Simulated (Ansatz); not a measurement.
Consider CH$_{6}$Si$_{2}$.

Input file:

```
crystal:
  periodic: [false, false, false]
  atoms:
    - {symbol: C, position_ang: [-0.598971, 1.377815, -0.037575]}
    - {symbol: Si, position_ang: [0.900865, -1.329791, -0.150947]}
    - {symbol: Si, position_ang: [-0.736283, -0.159451, -1.177819]}
    - {symbol: H, position_ang: [-0.638235, -1.360026, 0.291224]}
    - {symbol: H, position_ang: [-0.020586, 1.274413, 0.882038]}
    - {symbol: H, position_ang: [-1.598671, 1.742679, 0.212571]}
    - {symbol: H, position_ang: [-0.123327, 2.157616, -0.645275]}
    - {symbol: H, position_ang: [1.171479, -2.759653, -0.460930]}
    - {symbol: H, position_ang: [1.643628, -0.943700, 1.086916]}
basis:
  gaussian: {orbitals: def2-TZVPP}
hamiltonian: {xc: pbe0, dispersion: d4}
output: {orbitals: {seedname: orbitals}}
```

Command:

```sh
ansatz run in.yaml --threads 2 --pin off --events-out ev --progress --plain --max-ram 4352MiB
```

The product side of a reaction path; geometry: PBE0-D4/def2-TZVP.

These are results of Ansatz, RKS PBE0-D4/def2-TZVPP, not measurements.

What can the converged electron density and electron localisation function tell about the bonding?

Answer. C–Si (1.92 Å): ρ at the midpoint is about 0.88 e/Å³; the ELF peaks at about 0.95 between the atoms; a covalent bond.
Si–Si (2.26 Å): ρ at the midpoint is about 0.58 e/Å³; the ELF peaks at about 0.85 between the atoms: a covalent bond.
C–H (1.09 Å): ρ at the midpoint is about 2 e/Å³; the ELF climbs to about 1 towards the hydrogen, as it does in any bond to H; an ordinary covalent bond to hydrogen.
Si–H (1.49 Å): the density is about 0.8 e/Å³ at the midpoint; the ELF climbs to about 1 towards the hydrogen.

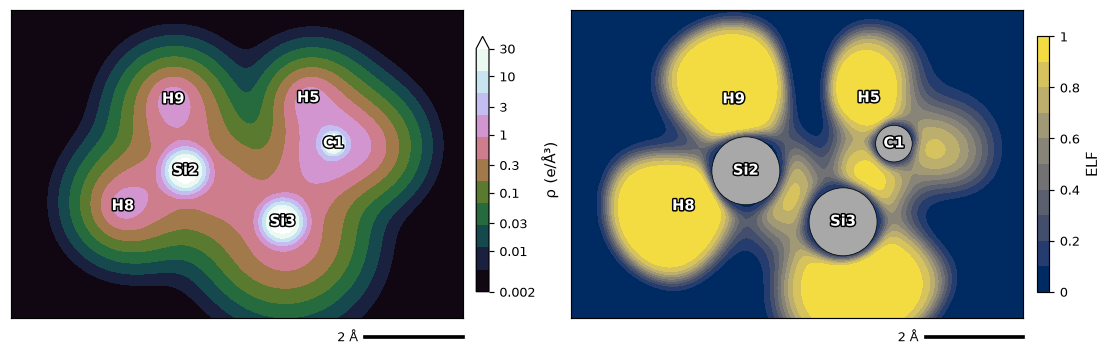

Computed electron density and electron localisation function on the plane of atoms C1, Si3 and Si2, in this order. Grey discs cover the atomic cores in the ELF map. 
